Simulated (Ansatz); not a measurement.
# Convergence of a linear-scaling basis for H-capped Ge nanowire along [112] (40 atoms), part 2 of 3

Aim: test how closely localised support functions follow the reference on H-capped Ge nanowire along [112] (40 atoms), and at what cost. A setting counts as converged where the r.m.s. difference of forces stays under 1 % of the r.m.s. force.

Ansatz 0.2.0; Kohn-Sham DFT, PBE, PAW (set soft_2), plane waves.

The cell: 16 Ge and 24 H. Beside vacuum, support functions can miss their usual error bounds without a warning. Only the Γ point is sampled, in a cell whose periodic width is 14 Å.

So far. Step 4 (Support functions low): Forces differ from the reference by 2.1 meV/Å r.m.s., 0.42 % of their size, within a tolerance of 1 %; the energy by -1.9 meV/atom. It took 1.7 min and 9 cycles; the reference's time can't be set against it, since the two runs asked for unlike analyses. Step 5 (Support functions medium, spacing 0.411 Å): Forces differ from the reference by 472 meV/Å r.m.s., 97 % of their size, far over a tolerance of 1 %; the energy by +1489 meV/atom and the gap by -0.066 eV.

## 6. Support functions medium, spacing 0.343 Å

Level of this step: Kohn-Sham DFT, PBE, PAW (set soft_2), localised support functions (medium) (Ansatz).

The grid spacing sets how fine a wave the support functions can hold.

input.yaml reads:

```yaml
crystal:
  lattice:
    - [16.49888, 0.0, 0.0]
    - [0.0, 19.14331, 0.0]
    - [0.0, 0.0, 13.85921]
  atoms:
    [... the 40 atom lines of step 2 ...]
kpoints:
  mp_grid: { grid: [1, 1, 1] }
hamiltonian:
  xc: pbe
scf:
  occupations: { method: fixed }
  eigensolver: { kind: { support_functions: { accuracy: medium, spacing: 0.343 } } }
  mixing: { beta: 0.4 }
  max_iter: 150
output:
  forces: true
  eigenvalues: true
```

Launch:

```sh
$ ansatz run input.yaml --threads 4 --pin off --max-ram 8192MiB --backend cpu --events-out ev --progress --plain --runs-dir out
```

Numbers of over 12 decimals in the logs are rounded to 6 here.

The log of the run:

```text
[...]
Crystal: 40 atoms, lattice volume = 4377.337 Å³
Basis set: ecut = 420 eV, 85535 PW (Γ), exchange–correlation on 240×256×192 points (8 copies of the dense FFT grid, shifted against one another)
Bands: 149, of which v1, the nominal top of the filled ones, is band 124 counted from 1 (123 counted from 0)
Symmetry: 1 space group operations
k-points: 1
[...]
SCF iter   1: F=—  HF=-69090.511070 eV  |F-HF|=—  |Δ(HF+E_count)|=         —  Δρ=2.15e-2  dr2=2.03e1  ethr=1.00e-1
[...]
SCF iter  10: F=-69095.176721 eV  HF=-69095.176720 eV  |F-HF|=4.08e-7  |Δ(HF+E_count)|=   1.37e-4  Δρ=1.81e-6  dr2=1.26e-7  ethr=6.01e-10
SCF 1 converged in 10 iterations: F = -69095.177552 eV  dr2 = 1.26e-7
[...]
SCF converged after 10 iterations
[...]
Free energy (F): -69095.177552 eV
[...]
Internal energy: -69095.177552 eV  (E = F + TS)
E sigma→0 (E₀):  -69095.177552 eV
Fermi energy:    -4.630142 eV
[...]
--- Forces (eV/Å), atoms counted from 1 ---
  atom   1  Ge    -0.40167640     1.38659486    -0.58970503
  atom   2  Ge     1.19312268     0.10321888    -0.34007928
  atom   3  Ge     1.38360629    -0.14318968     0.28113977
  atom   4  Ge     0.22049641     0.23037499     0.00930406
  atom   5  Ge    -0.99731565     0.17102997     0.25248565
  atom   6  Ge    -0.83542197     0.16856596    -0.14553228
  atom   7  Ge    -0.96686843    -0.23069582     0.52293874
  atom   8  Ge    -0.77947494    -1.65608457    -0.26513374
  atom   9  Ge     0.97520681    -0.24139270     0.38181709
  atom  10  Ge     0.37345138    -0.03285485    -0.41574706
  atom  11  Ge     0.38330724     0.02776164     0.09707879
  atom  12  Ge    -0.15645568     0.08516260    -0.07111199
  atom  13  Ge    -0.13754123     0.57547016     0.19334184
  atom  14  Ge    -0.46208530    -0.17979045    -0.12138864
[...]
atom  39  H      0.04011238     0.51467836     0.06854905
  atom  40  H      0.09342442     0.05348801     0.09671317
  max |Σ_I F_I| component: 3.72e-2 eV/Å
--- Band table (eV) ---
[...]
```

Elapsed: 44 s, on 4 threads of Arm Neoverse V1, shared host; peak memory 2.9 GiB; 2.9 min of CPU time.

Forces differ from the reference by 15 meV/Å r.m.s., 3.1 % of their size, over a tolerance of 1 %; the energy by +5.7 meV/atom. It took 44 s and 10 cycles; the reference's time can't be set against it, since the two runs asked for unlike analyses. The setting is coarser than the default on purpose.

## 7. Support functions medium, spacing 0.297 Å

The grid spacing sets how fine a wave the support functions can hold.

input.yaml, the sections that differ from step 6:

```yaml
scf:
  occupations: { method: fixed }
  eigensolver: { kind: { support_functions: { accuracy: medium, spacing: 0.297 } } }
  mixing: { beta: 0.4 }
  max_iter: 150
# crystal, kpoints, hamiltonian, output: as in step 6
```

The log of the run:

```text
[...]
Crystal: 40 atoms, lattice volume = 4377.337 Å³
Basis set: ecut = 420 eV, 85535 PW (Γ), exchange–correlation on 240×256×192 points (8 copies of the dense FFT grid, shifted against one another)
Bands: 149, of which v1, the nominal top of the filled ones, is band 124 counted from 1 (123 counted from 0)
Symmetry: 1 space group operations
k-points: 1
[...]
SCF iter   1: F=—  HF=-69090.040838 eV  |F-HF|=—  |Δ(HF+E_count)|=         —  Δρ=2.16e-2  dr2=2.03e1  ethr=1.00e-1
[...]
SCF iter  10: F=-69095.433723 eV  HF=-69095.433721 eV  |F-HF|=1.13e-6  |Δ(HF+E_count)|=   1.31e-4  Δρ=3.54e-6  dr2=3.64e-7  ethr=1.39e-9
SCF 1 converged in 10 iterations: F = -69095.434504 eV  dr2 = 3.64e-7
[...]
SCF converged after 10 iterations
[...]
Free energy (F): -69095.434504 eV
[...]
Internal energy: -69095.434504 eV  (E = F + TS)
E sigma→0 (E₀):  -69095.434504 eV
Fermi energy:    -4.630722 eV
[...]
--- Forces (eV/Å), atoms counted from 1 ---
  atom   1  Ge    -0.38323037     1.35253785    -0.59189471
  atom   2  Ge     1.20819028     0.08773404    -0.33572257
  atom   3  Ge     1.39872084    -0.12818510     0.27599287
  atom   4  Ge     0.23482441     0.25730136     0.01275284
  atom   5  Ge    -1.01434567     0.14377310     0.24756121
  atom   6  Ge    -0.85087184     0.16077972    -0.14162507
  atom   7  Ge    -0.98222087    -0.21155651     0.51802129
  atom   8  Ge    -0.79584380    -1.61257409    -0.26188171
  atom   9  Ge     0.99184483    -0.27060408     0.37790090
  atom  10  Ge     0.38967603    -0.05066292    -0.41246172
  atom  11  Ge     0.39883363     0.03661288     0.09356632
  atom  12  Ge    -0.14883944     0.10228208    -0.06856700
  atom  13  Ge    -0.15126251     0.54363168     0.19146971
  atom  14  Ge    -0.47654208    -0.19710439    -0.11823557
[...]
atom  39  H      0.05257729     0.50267538     0.06906029
  atom  40  H      0.06908526     0.04941917     0.09116372
  max |Σ_I F_I| component: 1.55e-2 eV/Å
--- Band table (eV) ---
[...]
```

It took 54 s on 4 threads; peak memory 3.2 GiB; 3.5 min of CPU time.

Forces differ from the reference by 5.0 meV/Å r.m.s., 1.0 % of their size, over a tolerance of 1 %; the energy by -0.72 meV/atom. It took 54 s and 10 cycles; the reference's time can't be set against it, since the two runs asked for unlike analyses. The setting is coarser than the default on purpose.

## 8. Support functions medium, spacing 0.263 Å

The grid spacing sets how fine a wave the support functions can hold.

input.yaml, the sections that differ from step 7:

```yaml
scf:
  occupations: { method: fixed }
  eigensolver: { kind: { support_functions: { accuracy: medium, spacing: 0.263 } } }
  mixing: { beta: 0.4 }
  max_iter: 150
# crystal, kpoints, hamiltonian, output: as in step 7
```

The log of the run:

```text
[...]
Crystal: 40 atoms, lattice volume = 4377.337 Å³
Basis set: ecut = 420 eV, 85535 PW (Γ), exchange–correlation on 240×256×192 points (8 copies of the dense FFT grid, shifted against one another)
Bands: 149, of which v1, the nominal top of the filled ones, is band 124 counted from 1 (123 counted from 0)
Symmetry: 1 space group operations
k-points: 1
[...]
SCF iter   1: F=—  HF=-69090.055264 eV  |F-HF|=—  |Δ(HF+E_count)|=         —  Δρ=2.17e-2  dr2=2.03e1  ethr=1.00e-1
[...]
SCF iter  11: F=—  HF=-69095.483757 eV  |F-HF|=—  |Δ(HF+E_count)|=   8.91e-7  Δρ=2.93e-6  dr2=2.53e-7  ethr=5.74e-10  κ⁻¹=1.6e-7(r=7)
SCF iter  12: F=-69095.483756 eV  HF=-69095.483756 eV  |F-HF|=4.15e-8  |Δ(HF+E_count)|=   5.10e-7  Δρ=4.67e-7  dr2=1.17e-8  ethr=1.02e-10
SCF 1 converged in 12 iterations: F = -69095.484585 eV  dr2 = 1.17e-8
[...]
SCF converged after 12 iterations
[...]
Free energy (F): -69095.484585 eV
[...]
Internal energy: -69095.484585 eV  (E = F + TS)
E sigma→0 (E₀):  -69095.484585 eV
Fermi energy:    -4.631592 eV
[...]
Σ components = -69095.484585   (vs F -69095.484585, Δ=0.00e0)
--- Forces (eV/Å), atoms counted from 1 ---
  atom   1  Ge    -0.39019047     1.33811542    -0.60010110
  atom   2  Ge     1.19844476     0.08565229    -0.33299018
  atom   3  Ge     1.38958273    -0.12641400     0.27078039
  atom   4  Ge     0.22816484     0.26394137     0.01622153
[...]
atom  40  H      0.07048403     0.04818897     0.08710663
  max |Σ_I F_I| component: 1.07e-2 eV/Å
--- Band table (eV) ---
[...]
```

Wall time 77 s (4 threads); peak memory 4.1 GiB.

Keys that differ from the reference: support_functions.accuracy = "medium", support_functions.spacing = 0.263, scf.max_iter = 150 and scf.mixing.beta = 0.4.

Forces differ from the reference by 2.1 meV/Å r.m.s., 0.43 % of their size, within a tolerance of 1 %; the energy by -2.0 meV/atom. It took 77 s and 12 cycles; the reference's time can't be set against it, since the two runs asked for unlike analyses.

## 9. Support functions medium, spacing 0.206 Å

The grid spacing sets how fine a wave the support functions can hold.

input.yaml, the sections that differ from step 8:

```yaml
scf:
  occupations: { method: fixed }
  eigensolver: { kind: { support_functions: { accuracy: medium, spacing: 0.206 } } }
  mixing: { beta: 0.4 }
  max_iter: 150
# crystal, kpoints, hamiltonian, output: as in step 8
```

The log of the run:

```text
[...]
Crystal: 40 atoms, lattice volume = 4377.337 Å³
Basis set: ecut = 420 eV, 85535 PW (Γ), exchange–correlation on 240×256×192 points (8 copies of the dense FFT grid, shifted against one another)
Bands: 149, of which v1, the nominal top of the filled ones, is band 124 counted from 1 (123 counted from 0)
Symmetry: 1 space group operations
k-points: 1
[...]
SCF iter   1: F=—  HF=-69090.002707 eV  |F-HF|=—  |Δ(HF+E_count)|=         —  Δρ=2.17e-2  dr2=2.04e1  ethr=1.00e-1
[...]
SCF iter  10: F=—  HF=-69095.482409 eV  |F-HF|=—  |Δ(HF+E_count)|=   9.25e-5  Δρ=4.06e-6  dr2=9.02e-7  ethr=2.94e-9  κ⁻¹=1.2e-7(r=7)
SCF iter  11: F=-69095.482409 eV  HF=-69095.482410 eV  |F-HF|=8.69e-7  |Δ(HF+E_count)|=   9.95e-7  Δρ=2.28e-6  dr2=2.39e-7  ethr=3.64e-10
SCF 1 converged in 11 iterations: F = -69095.483163 eV  dr2 = 2.39e-7
[...]
SCF converged after 11 iterations
[...]
Free energy (F): -69095.483163 eV
[...]
Internal energy: -69095.483163 eV  (E = F + TS)
E sigma→0 (E₀):  -69095.483163 eV
Fermi energy:    -4.631566 eV
[...]
Σ components = -69095.483163   (vs F -69095.483163, Δ=0.00e0)
--- Forces (eV/Å), atoms counted from 1 ---
  atom   1  Ge    -0.39053655     1.33886469    -0.60355058
  atom   2  Ge     1.19858218     0.08581762    -0.33339047
  atom   3  Ge     1.38977203    -0.12646004     0.26984753
  atom   4  Ge     0.22817285     0.26367559     0.01649503
[...]
atom  40  H      0.07003790     0.04829609     0.08685385
  max |Σ_I F_I| component: 2.64e-4 eV/Å
--- Band table (eV) ---
[...]
```

Run time: 2.1 min. Hardware: 4 threads; peak memory 5.6 GiB.

Keys that differ from the reference: support_functions.accuracy = "medium", support_functions.spacing = 0.206, scf.max_iter = 150 and scf.mixing.beta = 0.4.

Forces differ from the reference by 1.9 meV/Å r.m.s., 0.40 % of their size, within a tolerance of 1 %; the energy by -1.9 meV/atom. It took 2.1 min and 11 cycles; the reference's time can't be set against it, since the two runs asked for unlike analyses.

## 10. Another try, on a changed input

A doubtful change is made on purpose, to see how the program answers.

input.yaml, the sections that differ from step 9:

```yaml
scf:
  occupations: { method: fixed }
  eigensolver: { kind: { support_functions: { accuracy: medium, spacing: 0.45 } } }
  mixing: { beta: 0.4 }
  max_iter: 100
output:
  forces: true
# crystal, kpoints, hamiltonian: as in step 9
```

The log of the run:

```text
[...]
Crystal: 40 atoms, lattice volume = 4377.337 Å³
Basis set: ecut = 420 eV, 85535 PW (Γ), exchange–correlation on 240×256×192 points (8 copies of the dense FFT grid, shifted against one another)
Bands: 149, of which v1, the nominal top of the filled ones, is band 124 counted from 1 (123 counted from 0)
Symmetry: 1 space group operations
k-points: 1
[...]
SCF iter   1: F=—  HF=-69044.925336 eV  |F-HF|=—  |Δ(HF+E_count)|=         —  Δρ=2.07e-2  dr2=1.97e1  ethr=1.00e-1
[...]
SCF iter  10: F=-69036.158828 eV  HF=-69036.158828 eV  |F-HF|=4.81e-7  |Δ(HF+E_count)|=   2.47e-4  Δρ=3.08e-6  dr2=2.03e-7  ethr=5.02e-10
SCF 1 converged in 10 iterations: F = -69036.160195 eV  dr2 = 2.03e-7
[...]
SCF converged after 10 iterations
[...]
Free energy (F): -69036.160195 eV
[...]
Internal energy: -69036.160195 eV  (E = F + TS)
E sigma→0 (E₀):  -69036.160195 eV
Fermi energy:    -4.611865 eV
[...]
--- Forces (eV/Å), atoms counted from 1 ---
  atom   1  Ge    -0.36059241     3.69640159    -1.18746110
  atom   2  Ge     1.20516802     0.60297896    -0.44019848
  atom   3  Ge     1.38912524    -0.63600060     0.13207363
  atom   4  Ge     0.25401158    -0.43569952    -0.00829701
  atom   5  Ge    -0.99987679     1.80582993     0.08615500
  atom   6  Ge    -0.86070154     1.13230157    -0.07955304
  atom   7  Ge    -0.98093114    -0.50742583     0.34663477
  atom   8  Ge    -0.79448633    -3.33633870    -0.32198732
  atom   9  Ge     0.98534853     0.24971588     0.43593376
  atom  10  Ge     0.40877909     0.32345048    -0.70829188
  atom  11  Ge     0.41721190    -0.95655298    -0.18542668
  atom  12  Ge    -0.11736477    -1.49102420    -0.21407939
  atom  13  Ge    -0.17111799     2.44143606     0.33905740
  atom  14  Ge    -0.49206573     0.18308191     0.08452853
[...]
atom  39  H      0.06695682     0.34756956     0.09118643
  atom  40  H      0.12694862     0.09754235     0.10104076
  max |Σ_I F_I| component: 1.20e0 eV/Å
--- Band table (eV) ---
[...]
guard bands above this table: 17 of the run's 149 bands (output.publish_guard_bands: true publishes all)
[...]
```

Run time: 35 s. Hardware: 4 threads; peak memory 2.4 GiB.

The run converged on the changed input; its numbers don't describe the system as set up.

The fault in the input: a grid far too coarse (support_functions.accuracy = "medium", support_functions.spacing = 0.45 and scf.mixing.beta = 0.4). The fix is to leave the spacing at the level's default.

Against the plane-wave single point:

| Item | Value |
| --- | --- |
| r.m.s. difference of force components | 469.5 meV/Å |
| longest difference of force vectors | 2426 meV/Å |
| force difference over r.m.s. force | 96.9 % |
| energy difference | 1481 meV/atom |
| gap difference | -0.0662 eV |

## 11. Another setting: basis.ecutwfc = "25.7 Ry"

Changed here: basis.ecutwfc = "25.7 Ry".

This step: Kohn-Sham DFT, PBE, PAW (set soft_2), plane waves (Ansatz 0.2.0).

input.yaml, the sections that differ from step 10:

```yaml
scf:
  occupations: { method: fixed }
output:
  forces: true
  populations: true
  dos:
    method: { smearing: { sigma: 0.1 } }
    de: 0.1
    projected:
      site_lists:
        Ge: [Ge]
        H: [H]
        wire: [0, 1, 2, 3, 4, 5, 6, 7, 8, 9, 10, 11, 12, 13, 14, 15]
        hydrogen: [16, 17, 18, 19, 20, 21, 22, 23, 24, 25, 26, 27, 28, 29, 30, 31, 32, 33, 34, 35, 36, 37, 38, 39]
  eigenvalues: true
basis:
  ecutwfc: "25.7 Ry"
# crystal, kpoints, hamiltonian: as in step 10
```

The log of the run:

```text
Warning: basis.ecutwfc = 349.666313 eV is below the records' recommended 420 eV, and the density's cutoff is lower with it unless basis.ecutrho_ratio is high enough to keep the records' density cutoff: compare with a run at a higher cutoff
[...]
Crystal: 40 atoms, lattice volume = 4377.337 Å³
Basis set: ecut = 349.666313 eV, 64891 PW (Γ), exchange–correlation on 216×240×180 points (8 copies of the dense FFT grid, shifted against one another)
Bands: 164, of which v1, the nominal top of the filled ones, is band 124 counted from 1 (123 counted from 0)
Symmetry: 1 space group operations
[...]
k-points: 1
[...]
SCF iter   1: F=—  HF=-69095.068333 eV  |F-HF|=—  |Δ(HF+E_count)|=         —  Δρ=7.04e-4  dr2=3.03e-2  ethr=1.77e-3  ⟨swp⟩=5.0  Hψ=526  notcnv=0  defer=35
[...]
SCF iter   7: F=-69095.086473 eV  HF=-69095.086470 eV  |F-HF|=2.91e-6  |Δ(HF+E_count)|=   7.35e-6  Δρ=1.19e-6  dr2=7.13e-8  ethr=4.03e-11  ⟨swp⟩=21.0  Hψ=1183  notcnv=0
SCF 1 converged in 7 iterations: F = -69095.086473 eV  dr2 = 7.13e-8
[...]
SCF converged after 7 iterations
Free energy (F): -69095.086473 eV
[...]
Internal energy: -69095.086473 eV  (E = F + TS)
E sigma→0 (E₀):  -69095.086473 eV
Fermi energy:    -4.630654 eV
[...]
--- Forces (eV/Å), atoms counted from 1 ---
  atom   1  Ge    -0.38720125     1.35252662    -0.60045222
  atom   2  Ge     1.21189697     0.09142869    -0.34202139
  atom   3  Ge     1.40286796    -0.13184914     0.27919968
  atom   4  Ge     0.23947117     0.25729168     0.00980888
  atom   5  Ge    -1.01855141     0.13744925     0.24948650
  atom   6  Ge    -0.85336321     0.16141238    -0.14481842
  atom   7  Ge    -0.98581116    -0.21580582     0.52052169
  atom   8  Ge    -0.79709372    -1.60935199    -0.26635445
  atom   9  Ge     0.99335108    -0.26895217     0.38310569
  atom  10  Ge     0.39192649    -0.04784013    -0.42046971
  atom  11  Ge     0.40161915     0.03660065     0.09278733
  atom  12  Ge    -0.14105544     0.10802622    -0.07209452
  atom  13  Ge    -0.15612991     0.53964855     0.19589111
  atom  14  Ge    -0.47969933    -0.19440364    -0.11864130
[...]
atom  39  H      0.04937783     0.52669372     0.06483271
  atom  40  H      0.08341592     0.04192483     0.09445650
  max |Σ_I F_I| component: 1.17e-4 eV/Å
--- Band table (eV) ---
[...]
--- Löwdin populations: 40 sites ---
  site symbol       q [e]
     0     Ge     13.8350
     1     Ge     13.9194
     2     Ge     13.9169
[...]
39      H      1.0343
  spilling = 0.005094 (of n_electrons = 248.000000)
```

Elapsed: 18 s, on 4 threads; peak memory 2.2 GiB; 70 s of CPU time.

The program notes that the cutoff lies under the one recommended for these potentials.

Forces differ from the reference by 7.7 meV/Å r.m.s., 1.6 % of their size, over a tolerance of 1 %; the energy by +8.0 meV/atom.

## 12. The ladder side by side

Each row is set against the plane-wave reference (Kohn-Sham DFT, PBE, PAW (set soft_2), plane waves; r.m.s. force component 0.485 eV/Å). Energies are set beside the reference only for runs with its functional, potentials and electron count. Times are for 4 threads of Arm Neoverse V1, shared host. The reference's time includes the DOS and grids, which some other runs skip.

```
                                      run  Δ force, r.m.s. (meV/Å)  share of r.m.s. force (%)  Δ energy (meV/atom)  Δ gap (eV)  cycles     time  host memory (GiB)
                                reference                        -                          -                    -           -       7     25 s                2.8
                 support functions medium                     1.93                      0.398                -1.91     -2.0e-4      11  2.2 min                5.5
                    support functions low                     2.06                      0.424                -1.91     -1.0e-4       9  1.7 min                5.0
support functions medium, spacing 0.411 Å                      472                       97.3                 1489      -0.066      10     33 s                2.4
support functions medium, spacing 0.343 Å                     15.0                       3.09                 5.70     -0.0012      10     44 s                2.9
support functions medium, spacing 0.297 Å                     4.98                       1.03               -0.724     -8.0e-4      10     54 s                3.2
support functions medium, spacing 0.263 Å                     2.06                      0.426                -1.98     -3.0e-4      12     77 s                4.1
support functions medium, spacing 0.206 Å                     1.92                      0.396                -1.94     -1.0e-4      11  2.1 min                5.6
                basis.ecutwfc = "25.7 Ry"                     7.67                       1.58                 7.98      1.0e-4       7     18 s                2.2
```

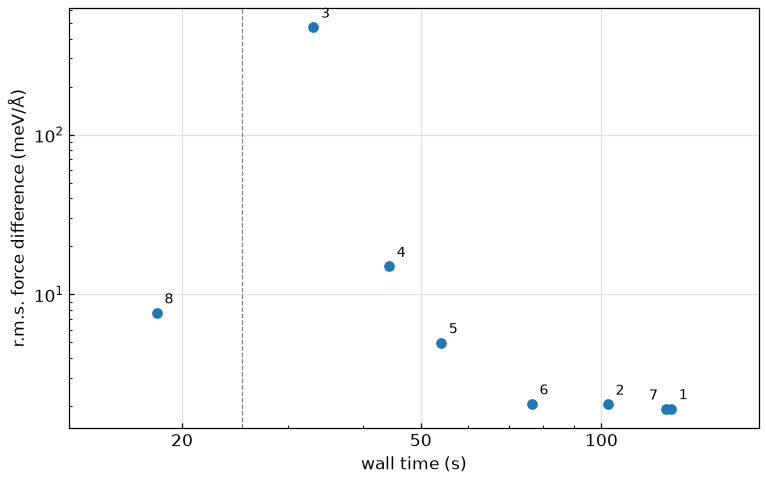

Force difference from the reference against wall time; the dashed line marks the reference's time. Points: 1 support functions medium; 2 support functions low; 3 support functions medium, spacing 0.411 Å; 4 support functions medium, spacing 0.343 Å; 5 support functions medium, spacing 0.297 Å; 6 support functions medium, spacing 0.263 Å; 7 support functions medium, spacing 0.206 Å; 8 basis.ecutwfc = "25.7 Ry".

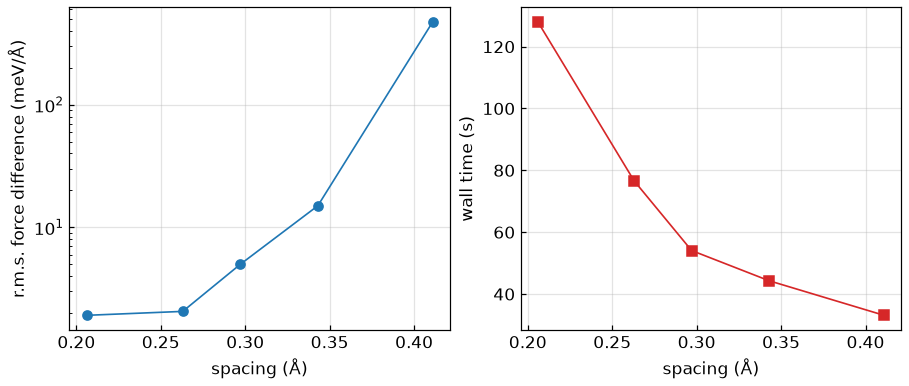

Force difference and time against the spacing.

(Part 2 of 3 ends here.)

[Logs are printed without paths, hosts, clocks, repeated set-up lines and the standing remarks that a program may print on its own settings, such as how far it seeks lower states.]

[Hosts, paths, dates, database ids (printed as entryN), source tags and the programs' standing remarks are cut or masked in the printed files.]
